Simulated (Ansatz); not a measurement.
Fields on a plane of CuI (wurtzite)

```
CuI
1.0
    4.18654     0.00000     0.00000
   -2.09327     3.62565     0.00000
    0.00000     0.00000     6.89725
Cu I
2 2
Direct
  0.66667   0.33333   0.87371
  0.33333   0.66667   0.37371
  0.66667   0.33333   0.50129
  0.33333   0.66667   0.00129
```

The slice is a (0001) plane (indices of the conventional cell) through the point (0.333, 0.667, 0.374) (fractional), spanned by u = [110] and v = [1 -1 0] in vectors of this cell: u (4.19 Å) and v (7.25 Å, at 90° to u). It covers one period; positions are fractions (u, v).

Atoms on it: Cu at (0.00, 0.00); Cu at (0.50, 0.50). Other atoms lie within 1 Å of the plane.

These are PBEsol (plane waves to 420 eV, PAW, scalar-relativistic; Ansatz, a program for electronic structure) values and carry that method's errors. k mesh 9×9×5. Inside the PAW spheres the values are not all-electron values, and peaks at nuclei hang on which shells count as valence. CuI is run without spin polarisation. CuI was relaxed with its symmetry unable to fall. Spin-orbit coupling is left out, though I is heavy. The PAW data are Ansatz's earlier set. This is one of several known forms of CuI; the measured ambient cells at hand have space group No. 156 or 216.

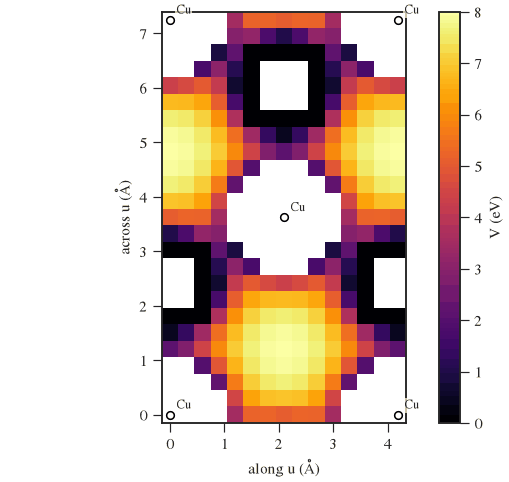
Figure: Electrostatic potential energy of an electron, from the cell's mean, in eV, one period of the plane, atoms marked. Points within 1 Å of a nucleus are left white, as the pseudised field means little there. Values under 0 eV are set to 0. The zero, the cell's mean, hangs on the PAW cores.

```
v \ u  0.00  0.14  0.29  0.43  0.57  0.71  0.86
-----  ----  ----  ----  ----  ----  ----  ----
0.88   -0.3  -0.5  -0.4  -0.2  -0.2  -0.4  -0.5
0.75   -1.4  -1.2  -0.7  -0.3  -0.3  -0.7  -1.2
0.62   -1.6  -1.4  -0.8  -0.4  -0.4  -0.8  -1.4
0.50   -0.8  -0.8  -0.3   1.5   1.5  -0.3  -0.8
0.38   -0.1  -0.3  -0.6  -0.4  -0.4  -0.6  -0.3
0.25   -0.2  -0.4  -0.9  -1.4  -1.4  -0.9  -0.4
0.12   -0.3  -0.6  -1.1  -1.6  -1.6  -1.1  -0.6
0.00    1.9   0.6  -0.7  -0.8  -0.8  -0.7   0.6
```

Values: log₁₀ of the valence density in e/Å³. The scale is logarithmic, as a density can span decades between atoms and voids.
